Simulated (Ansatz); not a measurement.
The calculation's input:

```
crystal:
  periodic: [false, false, false]
  atoms:
    - {symbol: Fe, position_ang: [0.000000, -0.000001, -0.000004]}
    - {symbol: O, position_ang: [0.010270, -0.017489, 1.553108]}
    - {symbol: O, position_ang: [1.460954, 0.010188, -0.527335]}
    - {symbol: O, position_ang: [-0.739280, 1.271786, -0.498591]}
    - {symbol: O, position_ang: [-0.731934, -1.264484, -0.527188]}
basis:
  gaussian: {orbitals: def2-TZVP, initial_orbitals: start.molden}
hamiltonian: {xc: pbe0, dispersion: d4}
scf: {omitted_lower_state_checks: [starts]}
output: {orbitals: {seedname: orbitals}}
```

Run with:

```sh
ansatz run in.yaml --threads 4 --pin off --events-out ev --progress --plain --max-ram 3916MiB
```

Geometry: PBE0-D4/def2-SVP.

Method: Ansatz, RKS PBE0-D4/def2-TZVP.

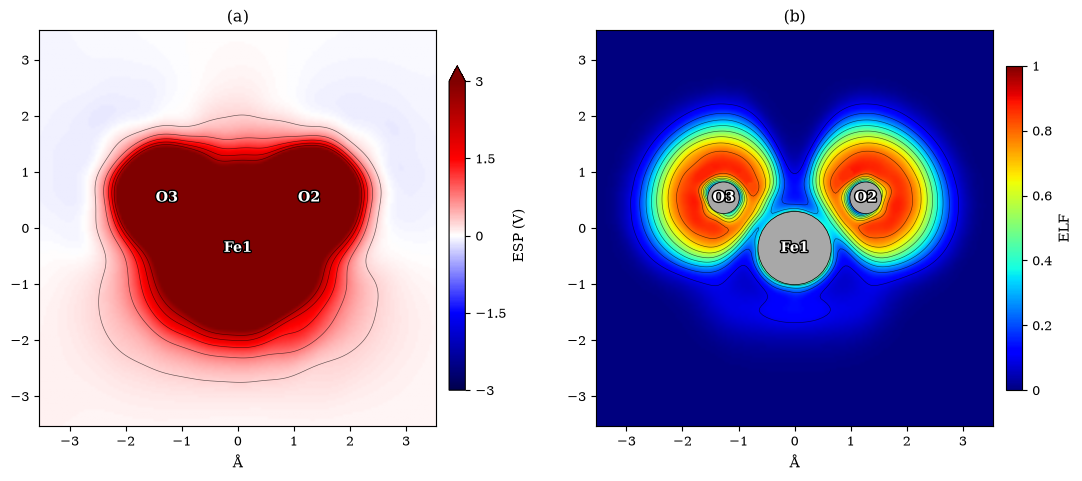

FeO₄. (a) electrostatic potential; (b) electron localisation function on the plane of atoms O2, Fe1 and O3. Grey discs cover the atomic cores in the ELF map.

Question: What do the fields say about this system?

Answer: The plane passes through Fe and O nuclei. Fe–O (1.55 Å): the ELF peaks at about 0.75 in the valence shell of O, 0.5 Å from its nucleus, and is about 0.40 at the midpoint. The potential has no marked negative region in this plane.
